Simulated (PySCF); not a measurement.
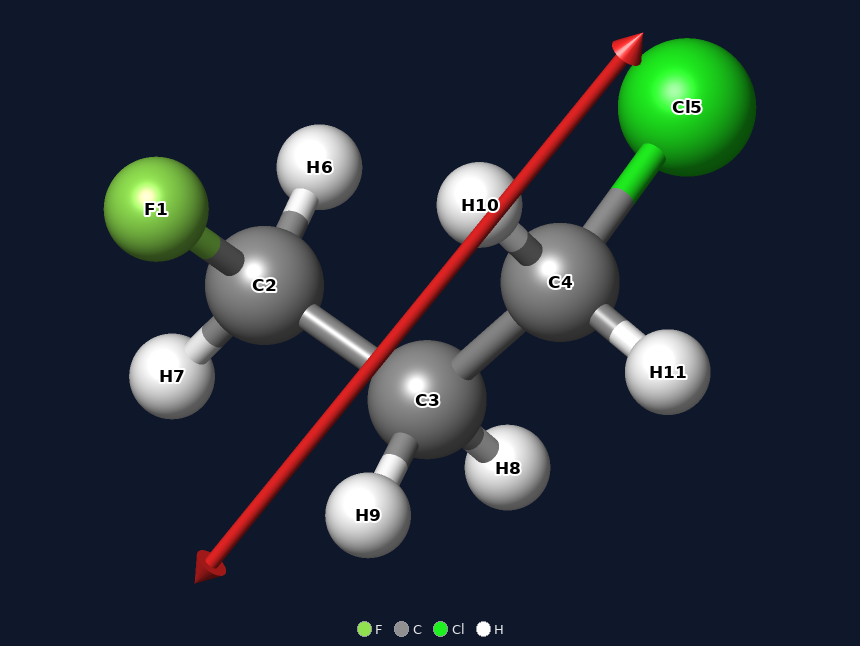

The double arrow shows the direction of the transition dipole to excited singlet state 4 (its length means nothing). The geometry was computed by an optimisation with PBE0-D3(BJ)/def2-SVP. No frequency run is at hand to confirm it as a minimum. Properties computed with TDDFT ωB97X-D/def2-SVPD, vertical, gas phase, core orbitals frozen in the response (PySCF 2.14.0).

### Where does the transition lie, and how strong is it?

8.66 eV (143 nm), oscillator strength 0.044, mainly HOMO−1 → LUMO+1 (weight 0.68); transition dipole 1.16 D.
